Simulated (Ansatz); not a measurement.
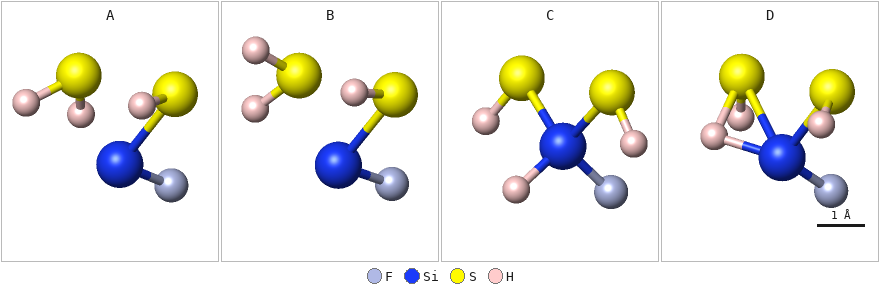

4 geometries from a converged minimum-energy path of SiH3S2F, shuffled. Style: ball-and-stick. Shown from a free direction.

Method: RKS PBE/def2-SVPD in Ansatz. Run with 9 movable images; climbing image; force threshold 0.03 eV/Å; iteration limit 60; starting path through a guess of the saddle point.

**Which frame is the transition state?**

D. In order along the path, whose images run from 0 to 10: C (image 1, +0.01 eV), D (image 5, +2.27 eV), A (image 7, +1.64 eV), B (image 10, +1.53 eV). Breaking: H–Si (1.49 → 3.21 Å), S–Si (2.14 → 2.80 Å). Forming: H–S (3.02 → 1.36 Å).

Cost: 5.7 min on 2 threads of Arm Neoverse V1 (shared host), peak memory 0.17 GiB.
